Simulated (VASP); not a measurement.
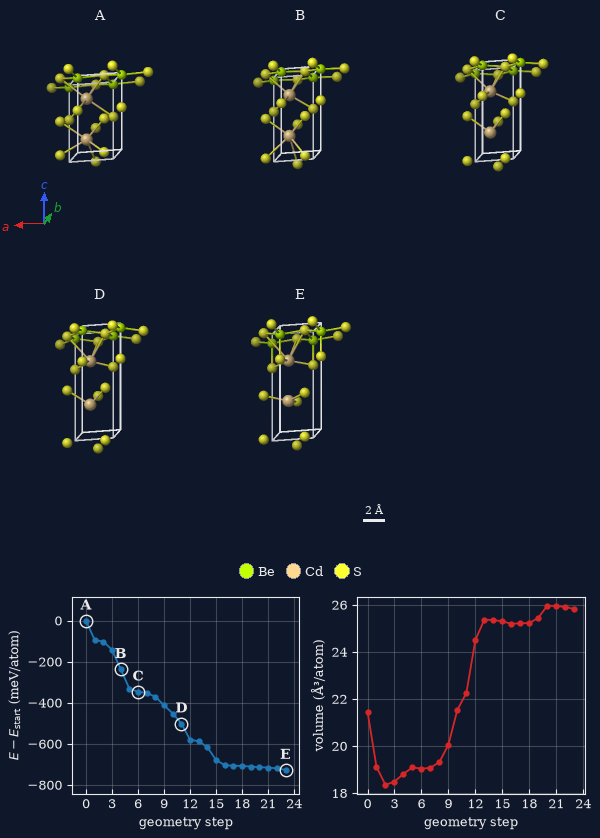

Frames of a relaxation of crystalline BeCd2S3 (a generated structure, set up in P3m1), marked on the history of the run. A ball-and-stick model of the cell of the calculation, seen from a free direction.

The run lets cell and atoms move.

Method: Kohn-Sham DFT of a periodic cell, PBE, VASP PAW PBE potentials, recommended in VASP.

The input:
```
SYSTEM = BeCd2S3
  PREC = Normal
  ENCUT = 520
  EDIFF = 1E-4
  ISMEAR = 0
  SIGMA = 0.15
  LREAL = .FALSE.
  LASPH = .TRUE.
  NELM = 60
  ALGO = Fast
  ISIF = 3
  LWAVE = .FALSE.
  LCHARG = .FALSE.
  GGA = PE
  IBRION = 2
  NSW = 24
  EDIFFG = -0.08
```

Run as
```bash
cat potpaw_PBE.64/Be/POTCAR potpaw_PBE.64/Cd/POTCAR potpaw_PBE.64/S/POTCAR > POTCAR
mpirun -np 1 vasp_std > vasp.out
```

Q: Describe the path.

A: The relaxation stopped without meeting its thresholds, so the last structure isn't shown to be converged. The atom that moves furthest relative to the cell is an S atom (1.41 Å along +c). By element the largest moves are S 1.41 Å, Cd 1.03 Å, Be 0.54 Å. The volume changes by +20.3 %, with a = b 4.457 → 4.156 Å (−6.7 %), c 7.488 → 10.360 Å (+38.3 %). Some distances before and after: Cd–S 3.047 → 4.531 Å, S–S 2.659 → 3.968 Å, Be–S 3.156 → 2.412 Å, Cd–S 3.060 → 2.425 Å. New bonds form, among them: Be–S (3.16 → 2.41 Å). Among the angles between lasting bonds that change: S–Cd–S 93.5° → 117.9°, Cd–S–Cd 93.5° → 117.9°, S–Cd–S 93.7° → 117.0°. The space group stays P3m1 (No. 156). The energy falls by 727 meV per atom in 23 geometry steps. Largest force component: 0.94 eV/Å at the start, 0.64 eV/Å at the end. The pressure goes from −5.84 to −1.99 GPa. The volume changes by over a tenth within one run on a fixed set of plane waves, so the end point should be relaxed again from the new cell. From step 0 to 4: an S atom moves most (0.38 Å), volume −12.3 %, energy −236 meV per atom. From step 4 to 6: an S atom moves most (0.30 Å), volume +1.2 %, energy −109 meV per atom. From step 6 to 11: an S atom moves most (0.41 Å), volume +16.9 %, energy −155 meV per atom. From step 11 to 23: an S atom moves most (0.51 Å), volume +16.0 %, energy −226 meV per atom.
